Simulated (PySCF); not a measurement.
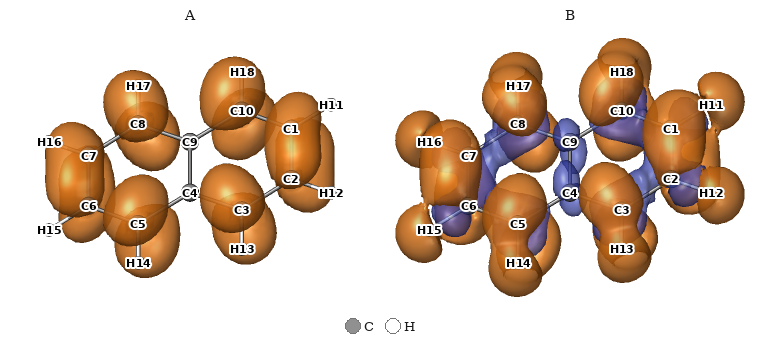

Figure. C10H8, SMILES `c1ccc2ccccc2c1`. The Fukui function f⁺ from two separate SCF calculations and the density of the LUMO, at ±0.01 e/Å³ (orange positive, blue negative).

PySCF calculation, M06-2X/def2-SVP, gas phase; geometry: GFN2-xTB. No frequency check shows the geometry to be a minimum.

Input script:

```python
import numpy as np
from pyscf import gto, scf, dft
from pyscf.scf import atom_ks, atom_hf
from scipy.linalg import block_diag

def solve(mol, dm0=None, hcore=None):
    mf = (dft.UKS if mol.spin else dft.RKS)(mol, xc='m062x')
    mf.grids.level = 3
    mf = mf.density_fit(auxbasis='def2-universal-jkfit')
    mf.conv_tol, mf.max_cycle = 1e-8, 80
    if hcore is not None:
        mf.get_hcore = lambda *args: hcore
    mf.kernel(dm0)
    if not mf.converged:
        mf = mf.newton().run(mf.mo_coeff, mf.mo_occ, max_cycle=30)
    assert mf.converged, 'SCF not converged'
    return mf

mol = gto.M(atom='''
C      2.41424     0.70196     0.00000
C      2.41424    -0.70196     0.00000
C      1.23475    -1.39192     0.00000
C     -0.00003    -0.70982     0.00000
C     -1.23474    -1.39192     0.00000
C     -2.41423    -0.70196     0.00000
C     -2.41423     0.70196     0.00000
C     -1.23474     1.39192     0.00000
C     -0.00003     0.70982     0.00000
C      1.23475     1.39192     0.00000
H      3.35616     1.23114     0.00000
H      3.35616    -1.23114     0.00000
H      1.22959    -2.47293     0.00000
H     -1.22957    -2.47293     0.00000
H     -3.35615    -1.23114     0.00000
H     -3.35615     1.23114     0.00000
H     -1.22957     2.47293     0.00000
H      1.22959     2.47293     0.00000
''', basis='def2-svp', charge=0, spin=0, verbose=4)
mf = solve(mol)
out = dict(e0=mf.e_tot, dm0=mf.make_rdm1(), c=mf.mo_coeff, occ=mf.mo_occ, eps=mf.mo_energy)
for name, dq, spin in [('cation', 1, 1), ('anion', -1, 1)]:
    ion = mol.copy().set(charge=mol.charge + dq, spin=spin).build()
    mi = solve(ion)
    if spin and dq > 0 and mol.nao < 130:
        c, _, stable, _ = mi.stability(return_status=True)
        if not stable:
            mi = solve(ion, mi.make_rdm1(c, mi.mo_occ))
    print(name, 'vertical energy change / eV', (mi.e_tot - mf.e_tot) * 27.211386)
    out.update({'e_' + name: mi.e_tot, 'dm_' + name: mi.make_rdm1(), 's2_' + name: mi.spin_square()[0], 'eps_' + name: mi.mo_energy, 'occ_' + name: mi.mo_occ})
# spherically averaged free atoms, for the promolecule
atm = atom_ks.get_atm_nrks(mol, xc='m062x')
pro = block_diag(*[(atm[a[0]][2] * atm[a[0]][3]) @ atm[a[0]][2].T for a in mol._atom])
np.savez('result.npz', pro=pro, **out)
```

Command:

```sh
OMP_NUM_THREADS=1 python input.py
```

The run took 8.1 min on 1 thread of Arm Neoverse V2 (shared host), peak memory 1.1 GiB.

Partitions, critical points and surface values were worked out afterwards from this run's density.

**Which panel is which, and how good is the frozen-orbital picture?**

B is f⁺ (it has negative regions), A the LUMO density. The LUMO lies on C3, C5, C8 and C10 (12 % each) and C1, C2, C6 and C7 (8 % each); f⁺ (Hirshfeld-condensed) is largest on C3, C5, C8 and C10 (0.09 each) and C1, C2, C6 and C7 (0.07 each); the vertical electron affinity is −0.65 eV (the stability of the anion's solution wasn't checked; negative, but this basis has no diffuse functions, so it doesn't show that the anion is unbound). Relaxation shifts 25 % of the electron between atoms. The orbital energy is −0.33 eV.
